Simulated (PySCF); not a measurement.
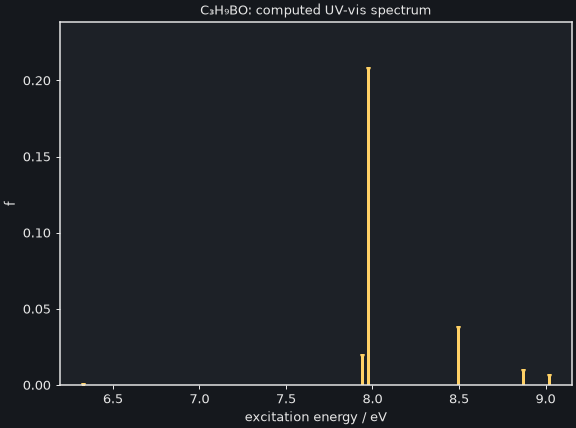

Computed absorption of C₃H₉BO, SMILES BOCCC. Vertical TDDFT excitations, CAM-B3LYP/def2-SVPD (IEF-PCM acetonitrile), PySCF 2.14.0, at a PBE0-D3(BJ)/def2-SVP geometry (no frequency check). Only the first 6 singlet excitations are included.

**Where is the lowest singlet, and is it bright?**

S1 lies at 6.33 eV (196 nm) with f = 0.000, mainly HOMO → LUMO (92 %); it is dark or nearly so.

**Which of the computed transitions is the brightest, and what character does the calculation give it?**

S3 at 7.98 eV (155 nm), f = 0.207, mainly HOMO−1 → LUMO (84 %) (S2 lies within 0.06 eV, too close to order).

Note: one conformer of a flexible molecule; core orbitals are frozen in the response.
